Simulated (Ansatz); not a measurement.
# Phonons of Li2Ta in the C11b ordering, part 2 of 3

The plan: relax Li2Ta in the C11b ordering, check its phonons, and, if the lattice is stable, compute its Eliashberg function and ρ(T).

Ansatz 0.2.0; DFT PBE, scalar-relativistic, plane waves, PAW.

So far. Step 2 (Rough relaxation): The largest force is now 0.0022 eV/Å and the largest stress component 0.19 GPa.

The structure was built from a prototype and need not be the compound's stable phase.

## Step 3: Relaxation

The structure is brought to rest under this functional.

Contents of input.yaml:

```yaml
crystal:
  lattice:
    - [2.6869136454, 0.0, 1.3048e-06]
    - [0.0, 2.6869136454, 1.3048e-06]
    - [1.3434532014, 1.3434532014, 7.4572020682]
  atoms:
    - { symbol: Ta, position: [0.0, 0.0, 0.0] }
    - { symbol: Li, position: [0.662235667, 0.662235667, 0.675528666] }
    - { symbol: Li, position: [0.337764333, 0.337764333, 0.324471334] }
kpoints:
  mp_grid: { grid: [12, 12, 12] }
hamiltonian:
  xc: pbe
scf:
  occupations: { method: gaussian, width: 0.1 }
output:
  forces: true
  stress: true
  eigenvalues: true
  write_density: true
  write_potential: true
  elf: true
  volumetric_format: npy
relax:
  adjacent_minimum: "off"
  f_tol: 0.005
  max_steps: 80
  cell: { stress_tol: 0.05 }
```

The run is started by

```sh
ansatz run input.yaml --threads 4 --pin off --max-ram 8192MiB --backend cpu --events-out ev --progress --plain --runs-dir out
```

Numbers of over 12 decimals in the logs are rounded to 6 here.

Log:

```text
[the first part of the log is left out]
  E_vxc        = -229.486756  (∫ρ·V_xc dr)
  E_paw        = -8438.572950  (= ΣΔE_a)
  E_vpaw       = -137.903270  (= ΣTr[D̂ρ^β])
  E_aug_tail   = 0.000197  (compensation charges beyond the density's cutoff)
  E_ewald      = -1032.008744
  E_smearing   = -0.011188  (= −TS)
  E_closure    = -0.000000  (closes the sum)
  Σ components = -10340.470374   (vs F -10340.470374, Δ=0.00e0)
--- Forces (eV/Å), atoms counted from 1 ---
  atom   1  Ta     0.00000000     0.00000000     0.00000000
  atom   2  Li     0.00000000     0.00000000    -0.00045123
  atom   3  Li    -0.00000000    -0.00000000     0.00045123
  max |Σ_I F_I| component: 8.67e-19 eV/Å
--- Stress (GPa, compression-positive) ---
       -0.005987      -0.000000      -0.000000
       -0.000000      -0.005987      -0.000000
       -0.000000      -0.000000      -0.005591
  P = ⅓ Tr σ = -0.0059 GPa (-0.059 kbar)
--- Band table (eV; the first three rows and the last of 163) ---
[...]
--- Relaxed structure (13 steps of the walk, 9 accepted, 1 SCFs on fresh bases) ---
[...]
cell:  # Å, volume = 51.4767 Å³
    - [2.737822, -3.2282026328009335e-13, 1.3295192231896148e-6]
    - [-3.2282026327407715e-13, 2.737822, 1.329519223177226e-6]
    - [1.368908, 1.368908, 6.867530]
  atoms:
    - { symbol: Ta, position: [0, 0, 0] }
    - { symbol: Li, position: [0.665518, 0.665518, 0.668965] }
    - { symbol: Li, position: [0.334482, 0.334482, 0.331035] }
```

Run time: 22 s. Hardware: 4 threads of Arm Neoverse V2, shared host; peak memory 0.44 GiB.

Relaxation path:

```
step  energy less that of the first step (eV)  largest force component (eV/Å)  pressure (GPa)  volume (Å³)
   1                                   0.0000                          0.0266           -0.09        53.84
   2                                   0.0005                          0.0680            0.29        53.61
   3                                  -0.0009                          0.0063           -0.07        53.76
   4                                  -0.0017                          0.0122            0.00        53.49
   5                                  -0.0023                          0.0138            0.00        53.22
   6                                  -0.0028                          0.0091            0.03        52.77
   7                                  -0.0040                          0.0035            0.05        52.09
   8                                   0.0012                          0.0512            0.18        50.56
   9                                  -0.0046                          0.0152           -0.17        52.02
  10                                  -0.0043                          0.0444            0.13        51.16
  11                                  -0.0055                          0.0004            0.06        51.51
  12                                  -0.0041                          0.0135           -0.42        51.44
  13                                  -0.0056                          0.0004            0.00        51.48
  14                                  -0.0055                          0.0005           -0.01        51.48
```

The log counts 1 steps on a newly chosen plane-wave basis, not all of them marked here; energy and pressure can jump at such steps. Relaxation steps 2, 8, 10, 12 were tried and not accepted.

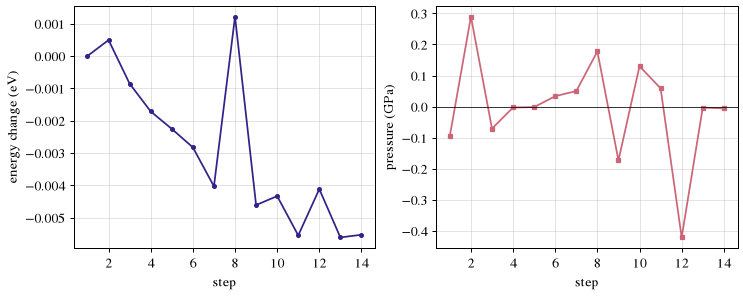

Energy and pressure along the relaxation.

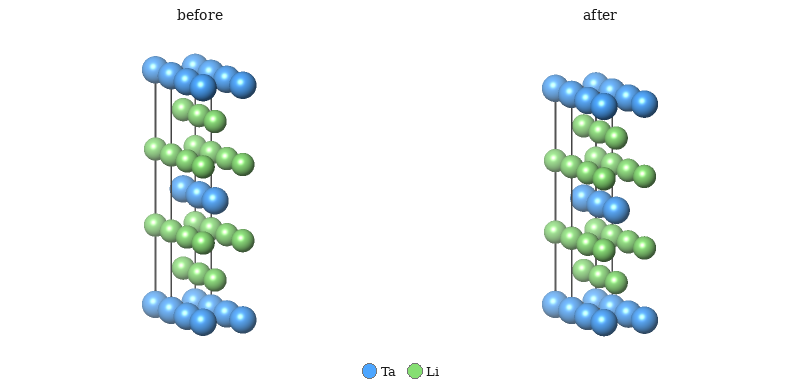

Before and after, at one scale.

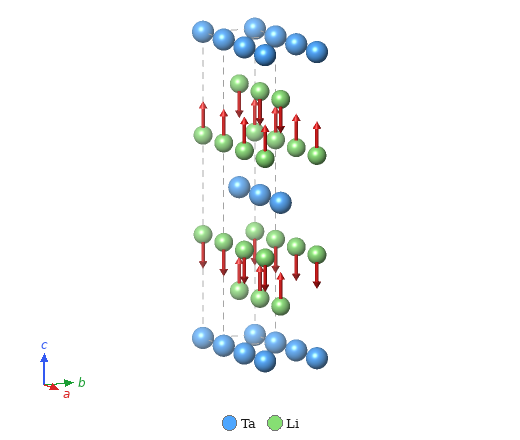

Displacements in the relaxation, exaggerated, measured against the changing cell; the longest in the cell stands for 0.05 Å. 3×1×1 conventional cells are drawn. Some periodic images of atoms are drawn too.

```
conventional cell, symmetrised  before   after  change
                         a (Å)   2.687   2.738  +1.9 %
                         b (Å)   2.687   2.738  +1.9 %
                         c (Å)  14.914  13.735  -7.9 %
              volume (Å³/atom)   17.95   17.16  -4.4 %
```

The atoms that moved most (Å, as changes of fractional coordinates times the final cell):

```
atom     dx     dy      dz  length
 Li3  0.000  0.000   0.045   0.045
 Li2  0.000  0.000  -0.045   0.045
```

Final coordinates:

```xyz
3
Lattice="2.7378 0.0000 0.0000 0.0000 2.7378 0.0000 1.3689 1.3689 6.8675" Properties=species:S:1:pos:R:3 pbc="T T T"
Ta    0.0000    0.0000    0.0000
Li    2.7378    2.7378    4.5941
Li    1.3689    1.3689    2.2734
```

This step gave:

```yaml
pressure: -0.005855 GPa
volume_per_atom: 17.16 Å³
```

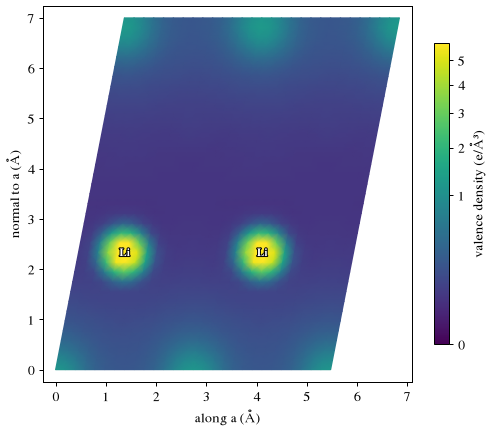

Valence density in the ac plane of the cell as run, not the conventional one, at fractional y = 0.334, with atoms of Li within 0.2 Å of it. It is the smooth field of the valence electrons, not physical close to the nuclei. The colour scale is stretched toward low values.

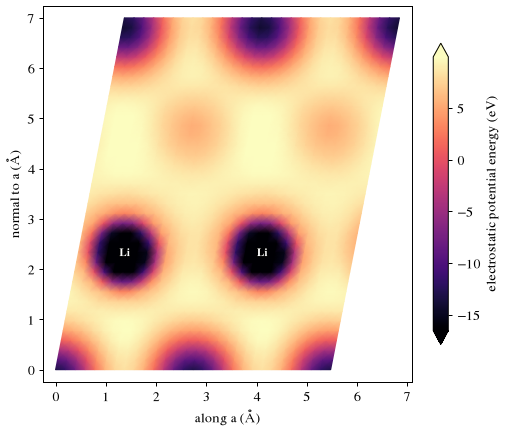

Electrostatic potential energy in the ac plane of the cell as run, not the conventional one, at fractional y = 0.334, with atoms of Li within 0.2 Å of it. With pseudopotentials it is smooth inside the atoms' cores, unlike the true potential.

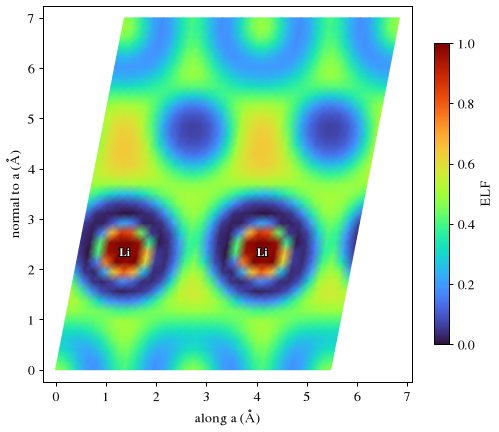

ELF in the ac plane of the cell as run, not the conventional one, at fractional y = 0.334, with atoms of Li within 0.2 Å of it. It is the smooth field of the valence electrons, not physical close to the nuclei.

The largest force is now 4.5e-4 eV/Å and the largest stress component 0.0060 GPa.

## Step 4: Relaxing tightly for phonons

Phonons are second derivatives about the minimum, so the remaining forces must be small: the thresholds are tightened.

Contents of input.yaml:

```yaml
crystal:
  lattice:
    - [2.7378217344, 0.0, 1.3295e-06]
    - [0.0, 2.7378217344, 1.3295e-06]
    - [1.3689075322, 1.3689075322, 6.8675302875]
  atoms:
    - { symbol: Ta, position: [0.0, 0.0, 0.0] }
    - { symbol: Li, position: [0.6655176865, 0.6655176865, 0.6689646269] }
    - { symbol: Li, position: [0.3344823135, 0.3344823135, 0.3310353731] }
kpoints:
  mp_grid: { grid: [12, 12, 12] }
hamiltonian:
  xc: pbe
scf:
  occupations: { method: methfessel_paxton, width: 0.2 }
output:
  forces: true
  stress: true
  eigenvalues: true
relax:
  adjacent_minimum: "off"
  f_tol: 0.001
  max_steps: 60
  cell: { stress_tol: 0.01 }
```

Log:

```text
[the first part of the log is left out]
  E_vxc        = -229.500900  (∫ρ·V_xc dr)
  E_paw        = -8438.573065  (= ΣΔE_a)
  E_vpaw       = -137.902553  (= ΣTr[D̂ρ^β])
  E_aug_tail   = 0.000193  (compensation charges beyond the density's cutoff)
  E_ewald      = -1034.968081
  E_smearing   = 0.001952  (= −TS)
  E_closure    = 0.000000  (closes the sum)
  Σ components = -10340.462519   (vs F -10340.462519, Δ=0.00e0)
--- Forces (eV/Å), atoms counted from 1 ---
  atom   1  Ta     0.00000000     0.00000000     0.00000000
[...]
0.000000       0.000000      -0.007170
  P = ⅓ Tr σ = -0.0064 GPa (-0.064 kbar)
--- Band table (eV; the first three rows and the last of 163) ---
[...]
--- Relaxed structure (4 steps of the walk, 4 accepted, 1 SCFs on fresh bases) ---
[...]
cell:  # Å, volume = 51.3687 Å³
    - [2.738617, -3.229087442186099e-13, 1.329904999558856e-6]
    - [-3.2290874421825407e-13, 2.738617, 1.329904999558121e-6]
    - [1.369305, 1.369305, 6.849137]
  atoms:
    - { symbol: Ta, position: [0, 0, 0] }
    - { symbol: Li, position: [0.665665, 0.665665, 0.668670] }
    - { symbol: Li, position: [0.334335, 0.334335, 0.331330] }
```

Run time: 6.7 s. Hardware: 4 threads; peak memory 0.43 GiB; 25 s of CPU time.

The steps of the relaxation:

```
step  energy less that of the first step (eV)  largest force component (eV/Å)  pressure (GPa)  volume (Å³)
   1                                   0.0000                          0.0024           -0.05        51.48
   2                                   0.0000                          0.0086            0.05        51.39
   3                                   0.0000                          0.0004            0.02        51.36
   4                                  -0.0001                          0.0002           -0.01        51.37
   5                                   0.0000                          0.0002           -0.01        51.37
```

The log counts 1 steps on a newly chosen plane-wave basis, not all of them marked here; energy and pressure can jump at such steps.

```
conventional cell, symmetrised  before   after  change
                         a (Å)   2.738   2.739  +0.0 %
                         b (Å)   2.738   2.739  +0.0 %
                         c (Å)  13.735  13.698  -0.3 %
              volume (Å³/atom)   17.16   17.12  -0.2 %
```

Final coordinates:

```xyz
3
Lattice="2.7386 0.0000 0.0000 0.0000 2.7386 0.0000 1.3693 1.3693 6.8491" Properties=species:S:1:pos:R:3 pbc="T T T"
Ta    0.0000    0.0000    0.0000
Li    2.7386    2.7386    4.5798
Li    1.3693    1.3693    2.2693
```

Numbers from this step:

```
pressure        : -0.006389 GPa
volume per atom : 17.12 Å³
```

The largest force is now 1.6e-4 eV/Å and the largest stress component 0.0072 GPa, small enough for phonons.

## Step 5: Phonons by linear response: q 2×2×2, k 6×6×6

Before any scattering is computed, the phonons show whether the structure is a minimum.

Contents of input.yaml:

```yaml
crystal:
  lattice:
    - [2.7386173913, 0.0, 1.3299e-06]
    - [0.0, 2.7386173913, 1.3299e-06]
    - [1.3693053696, 1.3693053696, 6.849136524]
  atoms:
    - { symbol: Ta, position: [0.0, 0.0, 0.0] }
    - { symbol: Li, position: [0.6656650281, 0.6656650281, 0.6686699439] }
    - { symbol: Li, position: [0.3343349719, 0.3343349719, 0.3313300561] }
kpoints:
  mp_grid: { grid: [6, 6, 6] }
hamiltonian:
  xc: pbe
scf:
  occupations: { method: methfessel_paxton, width: 0.2 }
output:
  eigenvalues: true
phonons:
  method: dfpt
  qmesh: [2, 2, 2]
  temperatures: { t_max: 1000, t_step: 50 }
  qpath:
    path:
      - [[0.0, 0.0, 0.0], [0.5, 0.5, 0.5], [0.5, 0.5, 0.75], [0.5, 0.0, 0.5], [0.0, 0.0, 0.0], [0.0, 0.0, 0.5], [0.48001513, 0.0, 0.74000757]]
      - [[0.51998487, 0.0, 0.25999243], [0.0, 0.0, 0.0]]
      - [[0.5, 0.5, 0.5], [0.51998487, 0.48001513, 0.5]]
      - [[0.48001513, 0.48001513, 0.98001513], [0.0, 0.0, 0.5]]
    npoints: 10
```

Log:

```text
Warning: crystal.symmetry: narrowed to the stabiliser of the run's FFT grids — unitary ops 16 → 4. A phonons.method: dfpt run fills in the rows of the dynamical matrix that it does not solve by its symmetry operations, which is exact only for operations that map its FFT grids onto themselves: filled in by any other, the frequencies could depend on the order in which like atoms are typed, or, by more than the grids' own error, on where the crystal sits among the grids' points. Excluded: 12 operations. The run can therefore solve more perturbations, solve them on more k-points, or both, and cost more. [rest of the remark cut]
[...]
Crystal: 3 atoms, lattice volume = 51.369 Å³
Basis set: ecut = 420 eV, 1027 PW (Γ), exchange–correlation on 40×40×96 points (8 copies of the dense FFT grid, shifted against one another)
Bands: 14, of which v1, the nominal top of the filled ones, is band 10 counted from 1 (9 counted from 0)
Symmetry: 16 space group operations
k-points: 68 of 216 (irreducible under 4 space group operations)
[...]
SCF iter   1: F=—  HF=-10340.434597 eV  |F-HF|=—  |Δ(HF+E_count)|=         —  Δρ=5.69e-3  dr2=6.03e-2  ethr=1.77e-3  ⟨swp⟩=4.9  Hψ=4575  notcnv=0
[...]
SCF iter  10: F=-10340.430445 eV  HF=-10340.430445 eV  |F-HF|=7.28e-12  |Δ(HF+E_count)|=  5.46e-12  S|Δr|=    0.00e0  Δρ=3.08e-8  dr2=5.60e-13  ethr=1.00e-12  ⟨swp⟩=5.9  Hψ=3744  notcnv=0
SCF 1 converged in 10 iterations: F = -10340.430445 eV  dr2 = 5.60e-13
[...]
phonons: the bands overlap, so this run is a metal and interpolates without the dipole-dipole term. If the crystal is really an insulator or semiconductor, its LO-TO splitting is missing
NSCF: frozen V_eff on 30 k-points
[...]
DFPT response loops at q = (0, 0, 0) (fractional): preconditioner auto → Kerker (q_TF=auto, 2.312 Å⁻¹) (partly filled bands, converged f_vac=0.000); β = 1.00, the filter's whole step (`scf.mixing.beta` (0.50) is not read by the response loops under this deck's `scf.mixing.preconditioner`; to damp them name `kerker` or `kerker_dos`, under which they read `scf.mixing.beta`, and type it under 1.00, their step now; both keys bind the ground state too); Broyden in place of MSR1
[...]
SCF converged after 10 iterations
Stability not checked: this state was not tested for a lower state beside it, because cold or Methfessel-Paxton smearing, or corrected tetrahedra, fill the levels in a way that the test cannot read (fill_not_monotonic; see scf.lower_state_search)
Free energy (F): -10340.430445 eV
[...]
Internal energy: -10340.414132 eV  (E = F + TS)
E sigma→0 (E₀):  -10340.426366 eV
Entropy (-TS):   -0.016312 eV (-5.437 meV/atom)
Fermi energy:    7.638039 eV
[...]
--- Band table (eV; the first three rows and the last of 68) ---
  k-point 0: bands = [... 6 lower, 1.3458, 4.6830, 5.2894, 6.2492, 7.5912, 11.4267, 11.4267, 13.7911]
  k-point 1: bands = [... 6 lower, 1.3568, 4.6403, 5.2894, 6.1758, 7.7534, 11.4289, 11.4289, 13.7911]
  k-point 2: bands = [... 6 lower, 1.3794, 4.5540, 5.2893, 6.0693, 8.0445, 11.4333, 11.4333, 13.7911]
  k-point 67: bands = [... 6 lower, 3.9867, 6.7600, 6.8499, 9.4684, 10.5426, 11.9449, 12.2293, 13.6771]
--- Phonons (Γ-DFPT): 4 representative perturbations + reference (Σ response iterations 13) ---
  ASR residual: 2.496e-5 → 0.000e0 eV/Å²; symmetrization residual: 7.507e-7 eV/Å²
  The last average, over the group as it would stand without the narrowing to the FFT grids, took up to 2.835e-7 eV/Å² of the zone centre's force constants
  ASR residual per site (eV/Å²): 2.35e-5 2.50e-5 2.50e-5
  Γ frequencies (cm⁻¹): 0.00 0.00 0.00 202.72 202.72 206.25 206.25 243.56 361.26
--- Phonons (arbitrary-q DFPT): 6 irreducible q on the 2×2×2 mesh ---
  q = [0.0000, 0.0000, 0.0000] (star 1, of the zone-centre solve; hermiticity 5.34e-7, symmetrization 1.54e-12, taken by the last average 1.01e-7): -0.00 0.00 0.00 202.72 202.72 206.25 206.25 243.56 361.26
  q = [0.0000, 0.0000, -0.5000] (star 1, 4 solved perturbations in 360 linear systems a pass and spin channel, the states on 112 of 216 k-point pairs; hermiticity 7.12e-6, symmetrization 6.83e-6, taken by the last average 2.94e-7): 22.46 22.46 34.85 175.82 175.82 237.10 237.10 259.27 367.43
  q = [0.0000, -0.5000, 0.0000] (star 2, 6 solved perturbations on 112 of 216 k-point pairs; hermiticity 1.21e-6, symmetrization 6.05e-7, taken by the last average 1.16e-7): -115.30 -66.00 148.03 159.03 174.38 297.56 302.81 395.32 396.96
[...]
sum rule: each row above includes the acoustic sum rule's correction from the zone centre's row sums; it moved no ω² by more than (0.99 cm⁻¹)²
  mesh force constants: q→R imaginary residual 7.87e-18; ASR residual 2.496e-5 → 0.000e0 eV/Å²; symmetrization residual 3.553e-15 eV/Å²
  interpolated dispersion: 94 rows × 9 modes
  density of states and harmonic sums: on the 24×24×10 q-mesh, interpolated from the force constants of a 2×2×2 supercell (no non-analytic term)
  largest difference from the sums on the solved wave vectors: F 2.73e-2 eV, S 5.16e-5 and C_V 2.43e-5 eV/K
  zero-point energy: 0.122658 eV/cell   skipped modes (ω ≤ 0): 1881, of them read as no rigid motion or as one in doubt: 1878 (1.342e0 modes/cell left out, lowest -115.30 cm⁻¹)   left out of the sums: 1.49e-1 of the cell's modes: C_V's classical limit lies that fraction below 3 k_B per atom; for a crystal, a wire or a layer, F and S can be off by more, and a phonons.interpolated_qmesh denser along its periods is the remedy for the sampling
```

It took 37 s on 4 threads; peak memory 0.51 GiB; 2.3 min of CPU time.

In the SCF lines HF is the Harris–Foulkes energy and dr2 the Hartree energy of the density residual, in eV; the loop may stop once dr2 is under the threshold and the program's other checks hold. Hψ counts applications of the Hamiltonian.

This step gave:

```
share of imaginary modes in the plain interpolation between solved wavevectors : 0.148
highest frequency, solved or plainly interpolated                              : 429.3 cm⁻¹
```

Solved on the 2×2×2 mesh alone; all other wavevectors are interpolated. The phonon branches at the labelled points (cm⁻¹):

```
     point  branch 1  branch 2  branch 3  branch 4  branch 5  branch 6  branch 7  branch 8  branch 9
         Γ         0         0         0       203       203       206       206       244       361
         X       -21       133       133       306       307       374       375       427       429
         P       -20       133       133       304       309       374       374       428       428
         N      -115       -66       148       159       174       298       303       395       397
         Γ         0         0         0       203       203       206       206       244       361
         M        22        22        35       176       176       237       237       259       367
         S      -116       -66       148       161       174       292       309       395       397
jump to S0      -116       -66       148       161       174       292       309       395       397
         Γ         0         0         0       203       203       206       206       244       361
 jump to X       -21       133       133       306       307       374       375       427       429
         R       -23       132       133       306       307       373       375       426       429
 jump to G       -23       132       133       306       307       373       375       426       429
         M        22        22        35       176       176       237       237       259       367
```

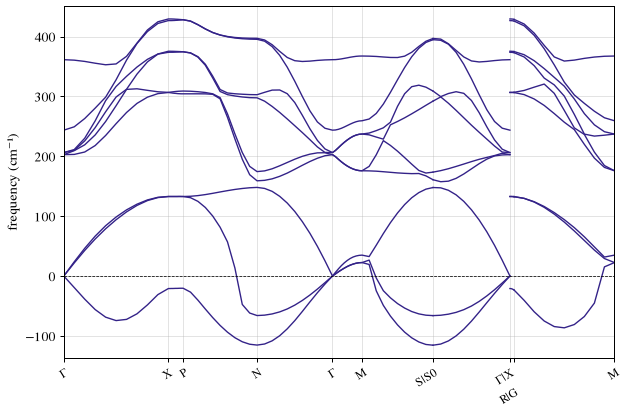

Phonon branches along the path.

Lowest modes at the softest wavevector of the mesh. Modes at q = (0.000, 0.500, 0.000), with each element's share of the kinetic energy (negative means imaginary):

```
mode  frequency (cm⁻¹)  Ta %  Li %
   1            -115.3    99     1
   2             -66.0   100     0
   3             148.0   100     0
   4             159.0     0   100
   5             174.4     0   100
   6             297.6     1    99
```

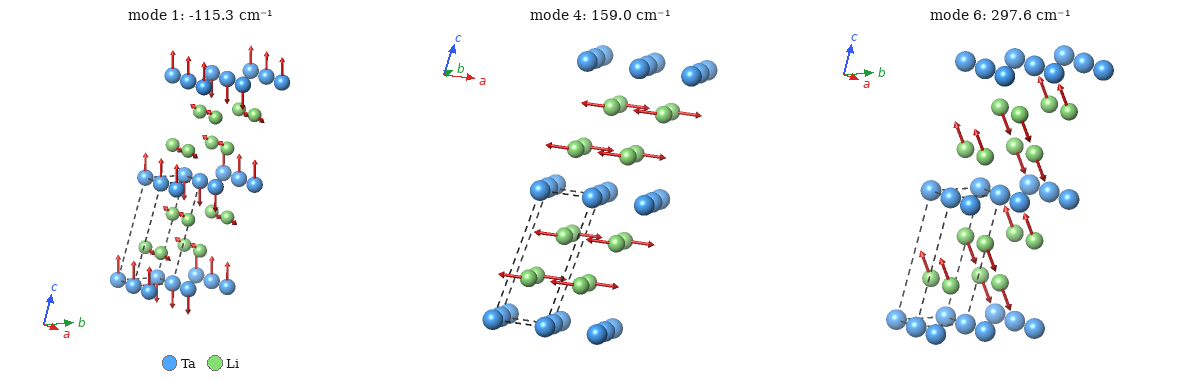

Displacement patterns of modes 1, 4 and 6 at q = (0.000, 0.500, 0.000); arrows are exaggerated. 2×2×2 cells are drawn. The axes are those of the cell as run, not the conventional ones. Some periodic images of atoms are drawn too.

Among the solved wavevectors the lowest mode, translations apart, is -115 cm⁻¹, imaginary.

[end of part 2 of 3]

[Logs are printed without paths, hosts, clocks, repeated set-up lines and the standing remarks that a program may print on its own settings, such as how far it seeks lower states.]

[Hosts, paths, dates, database ids (printed as entryN), source tags and the programs' standing remarks are cut or masked in the printed files.]
